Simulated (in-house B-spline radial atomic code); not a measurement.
Computed with an in-house B-spline radial code: non-relativistic M06-L, spin-polarised, spherical fractional occupations, point nucleus, basis-set limit. The occupation of the 3p shell is varied from S ([Ne] 3s2 3p4 (high spin)) to S with charge -0.7 ([Ne] 3s2 3p4.7 (3p: 3 up, 1.7 down)), with spherical fractional occupations. Wanted, and plotted below: the total energy less the straight line between the end points, and the eigenvalue of 3p↓.

The curve is convex (below the straight line), with the largest deviation among the points computed, −0.44 eV, at 0.3. The eigenvalue, which is the slope of the energy (Janak's theorem), moves from −5.75 eV at 0 to −0.608 eV at 0.7. Convexity is the mark of the delocalisation error, which puts fractional charges too low; for p, d and f shells the spherical spreading of the fraction adds to it. One end point is itself fractional, so the deviation from the line between whole numbers would be larger.

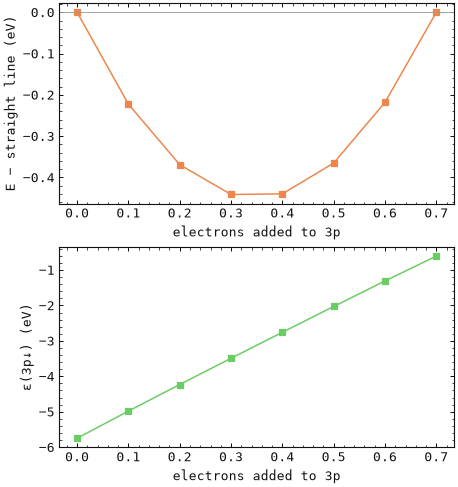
